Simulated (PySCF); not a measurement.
# One shape, several levels: C2H6Zn (SMILES [CH3][Zn][CH3])

Wanted: a comparison of 4 runs (M06-L/cc-pVDZ, PBE0/cc-pVDZ, r2SCAN/cc-pVDZ, revPBE/cc-pVDZ) of C2H6Zn. Input form: a Python script.

The results are computed with PySCF 2.14.0.

### Step 1. Starting point

C2H6Zn: 9 atoms, total charge 0, spin state singlet. SMILES: `[CH3][Zn][CH3]`. Geometry: relaxed at PBE0-D4/def2-TZVP.

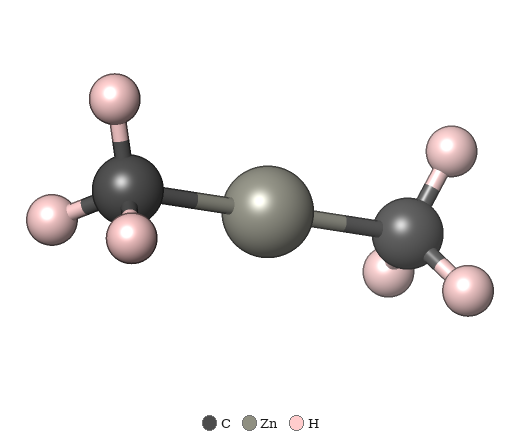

Viewed from a chosen angle; carbon dark grey, zinc grey, hydrogen pink.

### Step 2. A single-point energy at M06-L/cc-pVDZ (run 1)

job.py reads:

```python
from pyscf import gto, dft

molecule = gto.M(
    atom=[
    ('C', (-0.934300, 1.300600, -1.087000)),
    ('Zn', (0.010100, -0.005000, -0.002000)),
    ('C', (0.954000, -1.310800, 1.083200)),
    ('H', (-1.806900, 0.853700, -1.571000)),
    ('H', (-0.287700, 1.703200, -1.871400)),
    ('H', (-1.283400, 2.139700, -0.479300)),
    ('H', (0.467300, -2.288700, 1.035600)),
    ('H', (1.985500, -1.434900, 0.742600)),
    ('H', (0.983900, -1.004000, 2.132200)),
],
    basis='cc-pvdz',
    charge=0,
    verbose=3,
    max_memory=1860,
)

calc0 = dft.RKS(molecule, xc='m06-l')
calc0.grids.level = 5
calc0.conv_tol = 1e-10
calc0.kernel()
if not calc0.converged:
    calc0 = calc0.newton().run(calc0.mo_coeff, calc0.mo_occ)

e_final = calc0.e_tot
print('E = %.10f Eh' % e_final)
```

Run with:

```sh
$ OMP_NUM_THREADS=1 python job.py
```

Standard output:

```text
converged SCF energy = -1859.1846838099
E = -1859.1846838099 Eh
```

Wall time 34 s (1 thread of Intel Xeon at 2.70GHz, shared host); peak memory 0.54 GiB.

### Step 3. A single-point energy at PBE0/cc-pVDZ (run 2)

input.py reads:

```python
from pyscf import gto, dft

mol = gto.M(
    atom='''
C     -1.765571     2.457778    -2.054132
Zn     0.019086    -0.009449    -0.003779
C      1.802799    -2.477053     2.046951
H     -3.414546     1.613259    -2.968760
H     -0.543674     3.218582    -3.536433
H     -2.425275     4.043447    -0.905746
H      0.883069    -4.325016     1.957000
H      3.752051    -2.711568     1.403311
H      1.859302    -1.897285     4.029274
''',
    max_memory=1860,
    unit='bohr',
    verbose=3,
    basis='cc-pvdz',
)

mf = dft.RKS(mol)
mf.xc = 'pbe0'
mf.conv_tol = 1e-10
mf.grids.level = 5
mf.kernel()
if not mf.converged:
    mf = mf.newton().run(mf.mo_coeff, mf.mo_occ)

e_tot = mf.e_tot
print('E = %.10f Eh' % e_tot)
```

Run with:

```sh
$ OMP_NUM_THREADS=1 python input.py
```

Standard output:

```text
converged SCF energy = -1858.89694112905
E = -1858.8969411291 Eh
```

Wall time 22 s (1 thread of Intel Xeon at 2.70GHz, shared host); peak memory 0.52 GiB.

Run 3 isn't shown in full; the table further down has it.

### Step 4. A single-point energy at revPBE/cc-pVDZ (run 4)

run.py reads:

```python
from pyscf import gto, dft

molecule = gto.Mole()
molecule.atom = '''
C     -1.765571     2.457778    -2.054132
Zn     0.019086    -0.009449    -0.003779
C      1.802799    -2.477053     2.046951
H     -3.414546     1.613259    -2.968760
H     -0.543674     3.218582    -3.536433
H     -2.425275     4.043447    -0.905746
H      0.883069    -4.325016     1.957000
H      3.752051    -2.711568     1.403311
H      1.859302    -1.897285     4.029274
'''
molecule.unit = 'bohr'
molecule.max_memory = 1860
molecule.verbose = 3
molecule.charge = 0
molecule.spin = 0
molecule.basis = 'cc-pvdz'
molecule.build()

mf = dft.RKS(molecule)
mf.xc = 'revpbe'
mf.conv_tol = 1e-10
mf.grids.level = 5
mf.kernel()
if not mf.converged:
    mf = mf.newton().run(mf.mo_coeff, mf.mo_occ)

e_tot = mf.e_tot
print('E = %.10f Eh' % e_tot)
```

Run with:

```sh
$ OMP_NUM_THREADS=1 python run.py
```

Standard output:

```text
converged SCF energy = -1859.10385684627
E = -1859.1038568463 Eh
```

It took 23 s on 1 thread of Intel Xeon at 2.70GHz, shared host; peak memory 0.52 GiB.

### Step 5. The series

| run | level | energy (Eh) | dipole moment (D) | HOMO energy (eV) | LUMO energy (eV) | wall time |
| --- | --- | --- | --- | --- | --- | --- |
| 1 | M06-L/cc-pVDZ | -1859.184684 | 0.00 | -6.03 | -0.02 | 34 s |
| 2 | PBE0/cc-pVDZ | -1858.896941 | 0.00 | -7.07 | 0.22 | 22 s |
| 3 | r2SCAN/cc-pVDZ | -1859.181477 | 0.00 | -6.16 | -0.15 | 34 s |
| 4 | revPBE/cc-pVDZ | -1859.103857 | 0.00 | -5.85 | -0.42 | 23 s |

### Step 6. Results

```
            quantity           value
 run 4: total energy  -1859.10386 Eh
run 4: dipole moment          0.00 D
  run 4: HOMO energy        -5.85 eV
  run 4: LUMO energy        -0.42 eV
run 4: HOMO–LUMO gap         5.43 eV
```

The HOMO–LUMO gap runs from 5.43 eV (revPBE/cc-pVDZ) to 7.29 eV (PBE0/cc-pVDZ). Totals of different functionals can't be ranked against each other. All runs together took 1.9 min, the longest 34 s.
